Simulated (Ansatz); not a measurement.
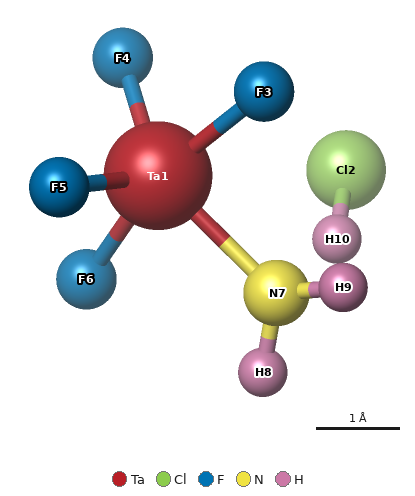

Figure 1. The structure (ball-and-stick view, seen at a tilt; atoms are numbered from 1 in the order of the input). Sticks mark near contacts.

**Frequency calculation of TaNH3ClF4**

System: TaNH3ClF4.
Method: RKS PBE/def2-SVP (Ansatz 0.2.0).

It belongs to a series of runs on one base structure; here: vibrations at the highest image of the band. Figures and captions count atoms from 1; the log counts them from 0 in places.

## Input file
```yaml
crystal:
  periodic: [false, false, false]
  atoms:
    - { symbol: Ta, position_ang: [-0.142911, -0.152232, 0.209166] }
    - { symbol: Cl, position_ang: [3.049951, -1.081256, -0.392585] }
    - { symbol: F, position_ang: [0.640602, 0.90908, 1.571406] }
    - { symbol: F, position_ang: [0.534699, 0.953968, -1.158982] }
    - { symbol: F, position_ang: [-1.912003, 0.268783, 0.632998] }
    - { symbol: F, position_ang: [-0.561329, -1.544408, -1.008585] }
    - { symbol: "N", position_ang: [0.572662, -1.685413, 1.333643] }
    - { symbol: H, position_ang: [0.34467, -2.666363, 1.135206] }
    - { symbol: H, position_ang: [0.887792, -1.557113, 2.302076] }
    - { symbol: H, position_ang: [2.157869, -1.574148, 0.490558] }
basis:
  gaussian: { orbitals: def2-SVP }
hamiltonian:
  xc: pbe
phonons: {}
```

Run as:
```bash
ansatz run input.yaml --threads 4 --pin off --max-ram 5120MiB --backend cpu --events-out ev --progress --plain --runs-dir out
```

## Log
```
Engine: ansatz 0.2.0, aarch64-unknown-linux-gnu
Functional definition: PBE
  parameter kappa = 0.804
  parameter beta = 0.06672455060314922
  exchange = pbe_x(kappa = kappa, mu = beta*pi^2/3)
  correlation = pbe_c(beta = beta)
1437 factors; their error is unknown
mean field evaluation 1: about -26445.5047 eV, gradient 8.9e1 eV
mean field evaluation 2: about -26297.4162 eV, gradient 2.6e2 eV
mean field evaluation 4: about -26459.5399 eV, gradient 1.6e1 eV
mean field evaluation 8: about -26460.0268 eV, gradient 3.1e-1 eV
mean field evaluation 16: about -26459.9455 eV, gradient 8.0e-4 eV
mean field -26459.94545030 eV, -972.3850601035 hartree, gradient 1.3e-5 eV, S^2 0.000000; 0 other end points of the search recorded, 0 dependent functions left out
the calculation of the forces begins
reference -26459.94551680 eV, -972.3850625470 hartree; 38, 38 occupied and 97, 97 virtual orbitals, 1437 factors
these checks for a lower state are left out or cut short: stability, starts, cluster_reference, orbital_swaps, neighbouring_geometries, increment
1437 factors; their error is unknown
mean field -26459.94530716 eV, -972.3850548429 hartree, gradient 2.8e-6 eV, S^2 0.000000; 0 other end points of the search recorded, 0 dependent functions left out
[... from here on the field's lines of each further geometry are left out, up to the last ...]
the calculation of the forces begins
reference -26459.94548845 eV, -972.3850615051 hartree; 38, 38 occupied and 97, 97 virtual orbitals, 1437 factors
these checks for a lower state are left out or cut short: stability, starts, cluster_reference, orbital_swaps, neighbouring_geometries, increment
1437 factors; their error is unknown
mean field evaluation 416: about -26459.9454 eV, gradient 9.7e-5 eV
mean field -26459.94542169 eV, -972.3850590519 hartree, gradient 1.6e-6 eV, S^2 0.000000; 0 other end points of the search recorded, 0 dependent functions left out
the calculation of the forces begins
reference -26459.94548818 eV, -972.3850614955 hartree; 38, 38 occupied and 97, 97 virtual orbitals, 1437 factors
WARN: phonons: modes at or below zero, which the zero-point energy, F, S and C_V leave out: 1, the lowest at -62.71 cm⁻¹. A minimum has none, and a first-order saddle one
Total energy: -26459.94551680 eV, -972.3850625470 hartree
Atom 0 at    -0.142911    -0.152232     0.209166 Å, force     0.000867    -0.001622    -0.000524 eV/Å
Atom 1 at     3.049951    -1.081256    -0.392585 Å, force    -0.000350    -0.000097     0.000009 eV/Å
Atom 2 at     0.640602     0.909080     1.571406 Å, force     0.000020     0.000315     0.000221 eV/Å
Atom 3 at     0.534699     0.953968    -1.158982 Å, force     0.000219     0.000080     0.000409 eV/Å
Atom 4 at    -1.912003     0.268783     0.632998 Å, force    -0.000051    -0.000445     0.000417 eV/Å
Atom 5 at    -0.561329    -1.544408    -1.008585 Å, force     0.000088     0.000234     0.000393 eV/Å
Atom 6 at     0.572662    -1.685413     1.333643 Å, force    -0.001065     0.001966    -0.001087 eV/Å
Atom 7 at     0.344670    -2.666363     1.135206 Å, force     0.000042    -0.000236     0.000068 eV/Å
Atom 8 at     0.887792    -1.557113     2.302076 Å, force     0.000144    -0.000097     0.000059 eV/Å
Atom 9 at     2.157869    -1.574148     0.490558 Å, force     0.000087    -0.000098     0.000035 eV/Å
Dipole moment:    -0.214397    -0.421016     0.500161 e Å
Vibrations: -62.71 54.03 82.54 124.01 159.02 188.09 198.00 216.86 227.12 273.72 416.28 498.86 599.77 647.18 657.53 675.81 686.97 693.27 713.75 756.35 1445.94 2242.74 3449.94 3560.40 cm⁻¹, zero-point energy 1.151081 eV
```

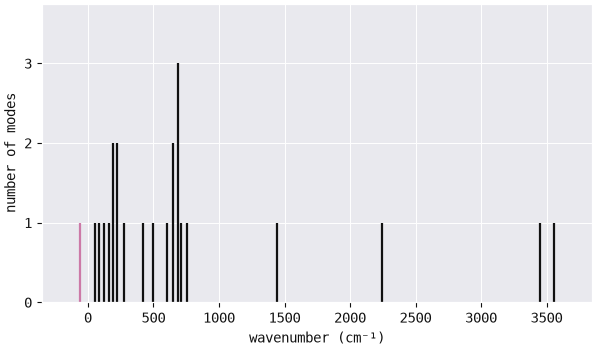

Figure 2. Harmonic vibrational wavenumbers from the force constants; neighbouring modes closer than 16 cm⁻¹ are counted in one stick, and imaginary ones are drawn at negative wavenumbers. 24 modes from 63i to 3560 cm⁻¹, 1 imaginary beyond 8i (63i cm⁻¹): not a clean minimum; so soft a mode can be a shallow saddle, an incomplete relaxation or noise of the force constants.

## Results in brief

| quantity | value |
| --- | --- |
| outcome | converged |
| total energy | −26459.9455 eV |
| mean-field energy | −26459.9455 eV |
| largest force (length of the vector) | 0.002 eV/Å |
| hardware | 4 threads of Arm Neoverse V1, 24 GiB of memory available, shared host |
| wall time | 88 s (CPU time 5.4 min) |
| peak memory | 0.21 GiB |
